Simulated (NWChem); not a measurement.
# CH5AsSi (SMILES C1[SiH2][AsH]1) at 3 levels

Aim: a comparison of 3 runs (HF/STO-3G, HF/3-21G, B3LYP/6-31G*) of CH5AsSi. 

Program for the calculation: NWChem 7.3.0.

### Step 1. The structure to begin with

The species is CH5AsSi (8 atoms), meant as a singlet with charge 0. As SMILES, `C1[SiH2][AsH]1`. The Si2–H7 distance was set to 2.662 Å, away from the relaxed value. At this shape a bond of the SMILES string is far longer than usual.

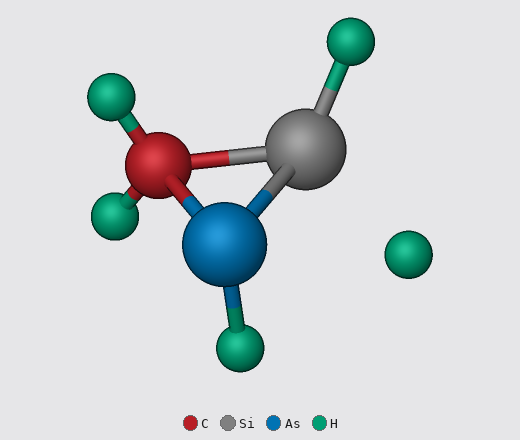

Viewed from a chosen angle; carbon red, silicon grey, arsenic blue, hydrogen teal.

### Step 2. A single-point energy at HF/STO-3G (run 1)

Input file ch5assi.nw:

```
start ch5assi
title "CH5AsSi energy"
memory stack 880 mb heap 220 mb global 1100 mb
charge 0

geometry units atomic noautosym nocenter noautoz
  C   -3.47086564   0.39786483  -0.19229664
  Si  -0.67766146   1.61711612   1.49277214
  As  -3.03207124  -1.75755679   2.98849037
  H   -3.27603488  -0.62617776  -1.95597803
  H   -5.21016957   1.48237865  -0.09081835
  H   -0.91671181   4.09416913   2.76795933
  H    3.85655308   0.79803134  -0.52364311
  H   -1.20565094  -3.56545777   1.68155578
end

basis spherical bse
  * library STO-3G
end

scf
  thresh 1e-08
  maxiter 80
  print medium
end

task scf
```

Command:

```bash
nwchem ch5assi.nw > ch5assi.out
```

Output:

```text
[...]
  functions       =    37
[...]
  wavefunction    = RHF
[...]
         Total SCF energy =  -2534.930578005917
      One-electron energy =  -4034.246806934847
      Two-electron energy =   1257.655017642227
 Nuclear repulsion energy =    241.661211286702
        Time for solution =      3.6s
[...]
```

Wall time 4.5 s (1 thread of Intel Xeon 6975P-C (Granite Rapids), shared host); peak memory 0.097 GiB.

### Step 3. The energy at HF/3-21G (run 2)

Input file ch5assi.nw:

```
start ch5assi
title "CH5AsSi energy"
memory total 2200 mb

geometry units angstroms noautosym nocenter noautoz
  C     -1.836703     0.210541    -0.101759
  Si    -0.358603     0.855741     0.789941
  As    -1.604503    -0.930059     1.581441
  H     -1.733603    -0.331359    -1.035059
  H     -2.757103     0.784441    -0.048059
  H     -0.485103     2.166541     1.464741
  H      2.040800     0.422300    -0.277100
  H     -0.638003    -1.886759     0.889841
end

basis spherical bse
  C library 3-21G
  Si library 3-21G
  As library 3-21G
  H library 3-21G
end

scf
  thresh 1e-08
  maxiter 80
  print medium
end

task scf
```

Command:

```bash
nwchem ch5assi.nw > ch5assi.out
```

Output:

```text
[...]
  functions       =    54
[...]
  wavefunction    = RHF
[...]
         Total SCF energy =  -2551.202865849013
      One-electron energy =  -4038.262814889552
      Two-electron energy =   1245.398720464469
 Nuclear repulsion energy =    241.661228576071
        Time for solution =      3.7s
[...]
```

Wall time 4.8 s (1 thread of Intel Xeon 6975P-C (Granite Rapids), shared host); peak memory 0.094 GiB.

### Step 4. The energy at B3LYP/6-31G(d) (Cartesian functions) (run 3)

Input file ch5assi.xyz:

```xyz
8
CH5AsSi B3LYP
C     -1.836703     0.210541    -0.101759
Si    -0.358603     0.855741     0.789941
As    -1.604503    -0.930059     1.581441
H     -1.733603    -0.331359    -1.035059
H     -2.757103     0.784441    -0.048059
H     -0.485103     2.166541     1.464741
H      2.040800     0.422300    -0.277100
H     -0.638003    -1.886759     0.889841
```

Input file run.py:

```python
from ase.io import read
from ase.calculators.nwchem import NWChem

atoms = read('ch5assi.xyz')

calc = NWChem(
    label='ch5assi',
    theory='dft',
    memory='2200 mb',
    basis='6-31G*',
    dft={'xc': 'b3lyp', 'mult': '1', 'grid': 'xfine', 'convergence': 'energy 1e-08', 'iterations': '100', 'mulliken': None},
    task='energy',
)
atoms.calc = calc

print("Total energy (eV):", round(atoms.get_potential_energy(), 6))
print("dipole (e A):", atoms.get_dipole_moment().round(4))
```

Command:

```bash
export ASE_NWCHEM_COMMAND="nwchem PREFIX.nwi > PREFIX.nwo"
python run.py
```

Output:

```text
Total energy (eV): -69827.023487
dipole (e A): [-0.3141  0.0797 -0.0662]
```

The calculator wrote ch5assi.nwi:

```
title "ch5assi"

permanent_dir ch5assi

scratch_dir ch5assi

start ch5assi

geometry units angstrom nocenter noautosym noautoz
  C  -1.8367030000000000e+00 2.1054100000000001e-01 -1.0175900000000000e-01
  Si -3.5860300000000001e-01 8.5574099999999997e-01 7.8994100000000000e-01
  As -1.6045030000000000e+00 -9.3005899999999997e-01 1.5814410000000001e+00
  H  -1.7336030000000000e+00 -3.3135900000000001e-01 -1.0350590000000000e+00
  H  -2.7571029999999999e+00 7.8444100000000005e-01 -4.8058999999999998e-02
  H  -4.8510300000000001e-01 2.1665410000000001e+00 1.4647410000000001e+00
  H  2.0407999999999999e+00 4.2230000000000001e-01 -2.7710000000000001e-01
  H  -6.3800299999999999e-01 -1.8867590000000001e+00 8.8984099999999999e-01
end

memory 2200 mb

basis noprint
   * library 6-31G*
end

dft
  xc b3lyp
  mult 1
  grid xfine
  convergence energy 1e-08
  iterations 100
  mulliken
end

task dft energy
```

ch5assi.nwo:

```text
Northwest Computational Chemistry Package (NWChem) 7.3.0
             --------------------------------------------------------

           Job information
           ---------------

    nwchem branch   = 7.3.0
    use scalapack   = T
    input           = ch5assi.nwi
    prefix          = ch5assi.
    data base       = ch5assi/ch5assi.db
    status          = startup
    nproc           =        1

           Memory information
           ------------------

    heap     =     72089600 doubles =      550.0 Mbytes
    stack    =     72089597 doubles =      550.0 Mbytes
    global   =    144179200 doubles =     1100.0 Mbytes (distinct from heap & stack)
    total    =    288358397 doubles =     2200.0 Mbytes
    verify   = yes
    hardfail = no

[... 107 lines left out ...]
  convergence criterion.
[... 18 lines left out ...]
          Convergence on density requested:  1.00D-05
[... 26 lines left out ...]
          Convergence Information
[... 61 lines left out ...]
   convergence    iter        energy       DeltaE   RMS-Dens  Diis-err    time
[... 18 lines left out ...]
           Coulomb energy =     1353.588246055066
[... 7 lines left out ...]
                       DFT Final Molecular Orbital Analysis
[... 582 lines left out ...]
 center of mass
 --------------
 x =  -2.45612381 y =  -0.66253266 z =   2.21158120

 moments of inertia (a.u.)
 ------------------
         446.807339060399        -154.795071652496          47.389716120839
        -154.795071652496         338.148333580199         145.109159622015
          47.389716120839         145.109159622015         464.950328722489

     Multipole analysis of the density
     ---------------------------------

     L   x y z        total         alpha         beta         nuclear
     -   - - -        -----         -----         ----         -------
     0   0 0 0     -0.000000    -29.000000    -29.000000     58.000000

     1   1 0 0     -0.593598     68.264606     68.264606   -137.122809
[... 8 lines of this table left out ...]
     2   0 0 2    -30.648127   -185.695051   -185.695051    340.741975

 Task  times  cpu:       35.7s     wall:       35.7s
 Total times  cpu:       35.7s     wall:       35.7s
```

Wall time 37 s (1 thread of Intel Xeon 6975P-C (Granite Rapids), shared host); peak memory 0.13 GiB.

### Step 5. The series

```
run                               level  Cartesian functions  iteration cap   energy (Eh)  dipole moment (D)  HOMO energy (eV)  LUMO energy (eV)  wall time
  1                           HF/STO-3G                   no             80  -2534.930578               0.95             -5.72              3.10      4.5 s
  2                            HF/3-21G                   no             80  -2551.202866               1.20             -8.83              0.24      4.8 s
  3  B3LYP/6-31G* (Cartesian functions)                  yes            100  -2566.095804               1.59             -6.71             -3.03       37 s
```

### Step 6. What came out

| quantity | value |
| --- | --- |
| run 3: total energy | -2566.09580 Eh |
| run 3: dipole moment | 1.59 D |
| run 3: HOMO energy | -6.71 eV |
| run 3: LUMO energy | -3.03 eV |
| run 3: HOMO–LUMO gap | 3.68 eV |

The dipole moment (its size) runs from 0.95 D (HF/STO-3G) to 1.59 D (B3LYP/6-31G*). The two ends differ in method and basis. The HOMO–LUMO gap runs from 3.68 eV (B3LYP/6-31G*) to 9.06 eV (HF/3-21G). In run 1 the basis is minimal, so the values are rough. In all runs a closed-shell determinant meets a far-stretched bond; if it breaks into open shells, such a determinant describes it badly, and no broken-symmetry solution was shown. All runs together took 47 s, the longest 37 s.
